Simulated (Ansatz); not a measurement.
# GeH₇NOSi₂: what the fields show

Input file:

```
crystal:
  periodic: [false, false, false]
  atoms:
    - symbol: Ge
      position_ang: [0.958579, -2.172949, -1.113658]
    - symbol: N
      position_ang: [1.193068, -0.407497, -0.490323]
    - symbol: O
      position_ang: [1.018480, -3.082192, 0.418849]
    - symbol: Si
      position_ang: [1.221622, 0.866435, -1.701593]
    - symbol: Si
      position_ang: [1.308593, 0.029576, 1.203388]
    - symbol: H
      position_ang: [1.261200, -2.636351, 1.241234]
    - symbol: H
      position_ang: [2.532979, 1.584413, -1.712872]
    - symbol: H
      position_ang: [0.145492, 1.876176, -1.454534]
    - symbol: H
      position_ang: [0.998501, 0.225624, -3.033695]
    - symbol: H
      position_ang: [2.066264, -1.023044, 1.955094]
    - symbol: H
      position_ang: [-0.034568, 0.159812, 1.845379]
    - symbol: H
      position_ang: [2.041489, 1.323774, 1.344961]
basis:
  gaussian:
    orbitals: def2-SVPD
total_charge: 0
hamiltonian:
  xc: pbe0
output: {forces: true, orbitals: {seedname: orbitals}}
```

Run with:

```sh
ansatz run input.yaml --threads 2 --pin off --max-ram 6090MiB --events-out events.jsonl --progress --plain --runs-dir runs
```

Geometry: PBE0-D4/def2-SVP.

Level of theory: Ansatz, isolated molecule in a Gaussian basis; Kohn-Sham density functional theory, functional PBE0.

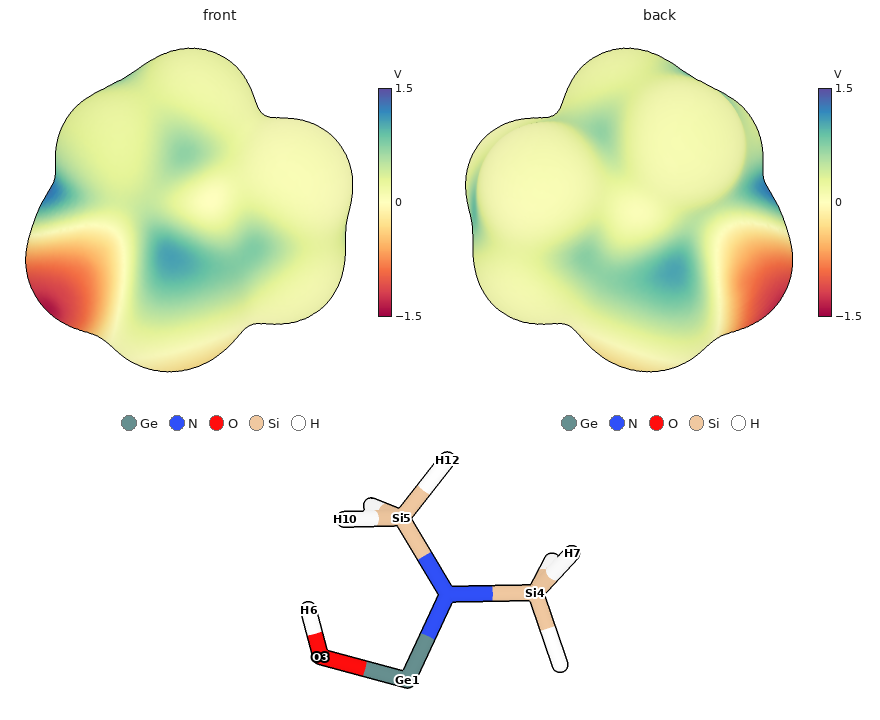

Figure 1. The electrostatic potential painted on the density surface at 0.001 e/bohr³, seen from the front and from behind; red is negative and blue positive. The bare structure is drawn below in the same view.

Question: Which sites attract a positive test charge, and which a negative one?

Answer: A positive charge is drawn to the negative regions and a negative charge to the positive ones. The most negative region (about −1.3 V) lies over O3, the most positive (about +1.2 V) over H6. O3 is the likeliest acceptor of a hydrogen bond.

Question: How polar is the molecule by this calculation?

Answer: Its dipole moment is 1.30 D.

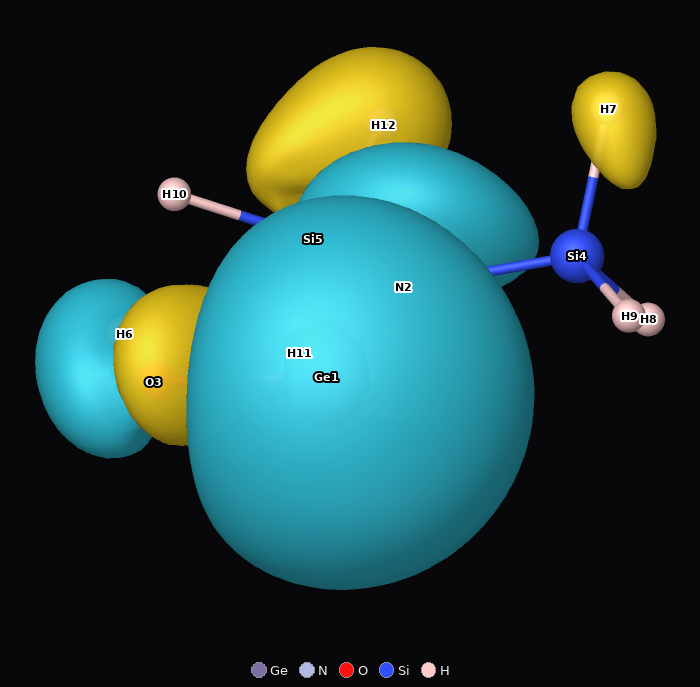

Figure 2. The HOMO at ±0.06 Å⁻³ᐟ² (yellow and cyan are the two phases), seen at an oblique angle.

Question: Where does this orbital lie, and at what energy?

Answer: It lies mainly on Ge1 (about 65 %), N2 (about 15 %) and O3 (about 10 %). Its energy is −7.66 eV.

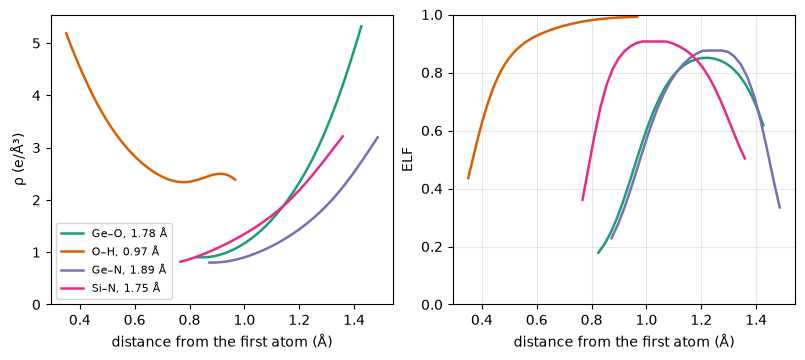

Figure 3. Total electron density and ELF along straight lines between neighbouring atoms. The curves leave out the atomic cores.

Question: What can be read from the curves?

Answer: Ge–O (1.78 Å): the density is about 0.93 e/Å³ at the midpoint; the ELF peaks at about 0.85 in the valence shell of O, 0.6 Å from its nucleus, and is about 0.30 at the midpoint.
O–H (0.97 Å): the density is about 3.7 e/Å³ at the midpoint; the ELF climbs to about 1 towards the hydrogen, as it does in any bond to H (a covalent bond by its length).
Ge–N (1.89 Å): the density is about 0.83 e/Å³ at the midpoint; the ELF peaks at about 0.90 in the valence shell of N, 0.7 Å from its nucleus, and is about 0.40 at the midpoint.
Si–N (1.75 Å): ρ at the midpoint is about 1 e/Å³; the ELF peaks at about 0.90 between the atoms, as expected for a polar covalent bond.
